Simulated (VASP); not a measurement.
Band structure of KTaO₃ (cubic perovskite). These are PBE GGA with D3 dispersion (zero damping), VASP's PBE PAW potentials (set 64) (plane waves; VASP) values and carry that method's errors.

Unless said otherwise, spin-orbit coupling is left out, though it shifts the bands of the heavy elements here.

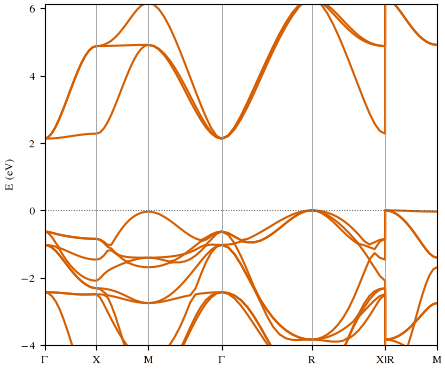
Fig. 1. Bands along high-symmetry lines, zero at the valence-band maximum or, without a gap, the Fermi level

**Question.** Read the plot: is there a gap, and where are the band edges?

**Answer.** The gap is indirect, 2.13 eV, from the valence maximum at R to the conduction minimum at Γ. (Edges off the drawn lines would not show.)

Measured: gap 3.64 eV (computed value off by -1.51 eV), as given by Burak Himmetoglu et al., Journal of Physics Condensed Matter (2016), arXiv:1601.06205.

The compound is KTaO3 in the cubic perovskite structure. It was relaxed first.
